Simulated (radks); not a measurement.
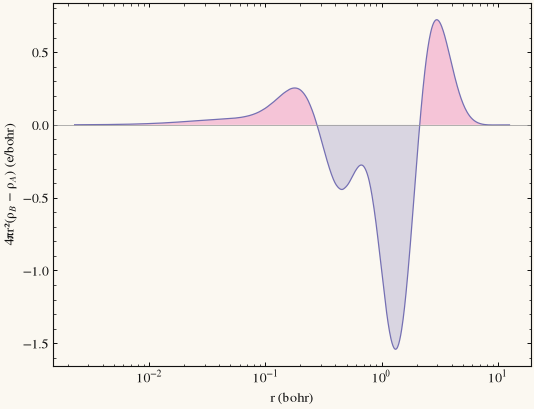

The neutral titanium atom was computed in two configurations: [Ar] 3d3 4s1 (3d3/2: 3); [Ar] 4s2 4p2 (4p1/2: 2). All numbers are computed, not measured: Dirac Kohn-Sham, PBE, spin-unpolarised, spherical densities, finite nucleus (the in-house radial solver radks).

The plot shows the radial density of run B less that of run A; on the logarithmic r axis, areas aren't charges.

Question: Which run is A and which is B? Where does the charge move?

Answer: A is [Ar] 3d3 4s1 (3d3/2: 3); B is [Ar] 4s2 4p2 (4p1/2: 2). B holds 1.5 electrons more than A where the difference is positive (most at r = 3.0 bohr) and 1.5 electrons fewer where it is negative (most at r = 1.3 bohr), with no net change. The energy of B less that of A is 12.7 eV.
